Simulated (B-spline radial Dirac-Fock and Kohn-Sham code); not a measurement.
Neutral iridium, configuration [Xe] 4f14 5d7 6s2. The calculation used Dirac–Fock ΔSCF energies in intermediate coupling of the two holes, Coulomb rates, valence shells as spectators (a B-spline radial atomic code). The Auger rates hold no Breit term, so K-L1L2 is up to 30 % low in heavy atoms.

What should this plot look like? The Auger multiplet of a K hole with both final holes in L123, as sticks. Kinetic energies count from the vacuum level; very weak lines are left out. Lines are named by their largest jj component, which in light atoms can differ from the customary names.

The strongest line is K-L2L3 J=2 at 51.794 keV (37 % of the multiplet), followed by K-L1L2 J=1 at 49.613 keV (17 %), K-L3L3 J=2 at 53.434 keV (12 %), K-L1L1 J=0 at 49.008 keV (12 %). The lines shown span 49.01 keV to 53.43 keV.

The computed plot:

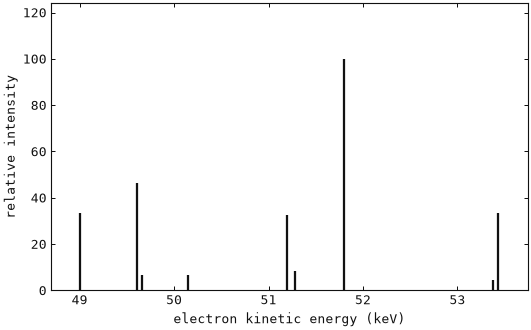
